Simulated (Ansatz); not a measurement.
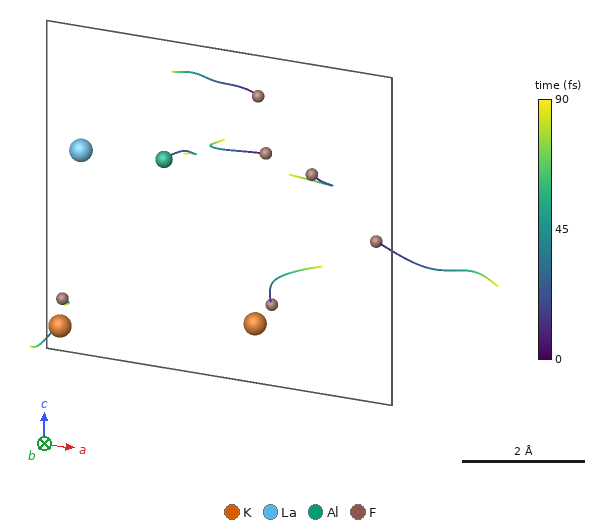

First-principles dynamics of an amorphous cell of composition K2LaAlF6 (10 atoms in the cell), 90 fs long. Lines trace each atom's path, coloured by time; spheres stand at the starting positions. Seen along the b axis in the simulation cell.

The calculation used DFT, PAW plane waves, PBE in Ansatz 0.2.0. Set-up: plane-wave cutoff 420 eV; k-point mesh 3 × 3 × 3; Fermi-Dirac smearing 0.05 eV; Nosé-Hoover thermostat (NVT); set temperature 100 K; time step 1.5 fs.

The input:
```yaml
crystal:
  lattice:
    - [5.780929, -0.418349, -0.906919]
    - [-0.564329, 5.259859, 0.517785]
    - [-0.125455, -0.076696, 5.409555]
  atoms:
    - { symbol: K, position: [0.038289, 0.696842, 0.074547] }
    - { symbol: K, position: [0.603576, 0.061473, 0.180041] }
    - { symbol: La, position: [0.099261, 0.290941, 0.621154] }
    - { symbol: Al, position: [0.339856, 0.840576, 0.635483] }
    - { symbol: F, position: [0.651753, 0.542257, 0.246668] }
    - { symbol: F, position: [0.612256, 0.719777, 0.87585] }
    - { symbol: F, position: [0.954223, 0.82186, 0.492205] }
    - { symbol: F, position: [0.045453, 0.16617, 0.159095] }
    - { symbol: F, position: [0.634661, 0.119769, 0.705418] }
    - { symbol: F, position: [0.767926, 0.879801, 0.664228] }
kpoints:
  mp_grid: { grid: [3, 3, 3] }
magnetization:
  spin_polarized: false
scf:
  occupations: { method: fermi_dirac, width: 0.05 }
hamiltonian:
  pseudopotentials: { kind: paw }
  xc: pbe
basis:
  ecutwfc: 420
md:
  timestep: 1.5
  n_steps: 60
  ensemble: nvt_nose_hoover
  temperature: 100.0
  initial_velocities: maxwell_boltzmann
  seed: 15322
```

Run as
```bash
ansatz run input.yaml --threads 2 --pin off --max-ram 2560MiB --backend cpu --events-out ev --progress --plain --runs-dir out
```

Q: How do the atoms move?

A: In the second half of the run the atoms are, in the root-mean-square, this far from where they began (common drift taken out): F 1.24 Å, Al 0.55 Å, K 0.36 Å, La 0.17 Å. The run lasts only 90 fs, too short to tell vibration from diffusion. The mean temperature in the second half is 1290 K (standard deviation 157 K). That is above the set 100 K, because the structure releases potential energy faster than the thermostat removes it. The potential energy is still drifting at the end, so the run hasn't reached equilibrium. The potential energy in the second half lies on average 1379 meV per atom below the first frame. The first frame is far from relaxed (forces up to 9.9 eV/Å), so much of the motion is the structure settling.

Limits of the set-up: the periodic images lie only 5.3 Å apart, so the values are limited by the cell's size.
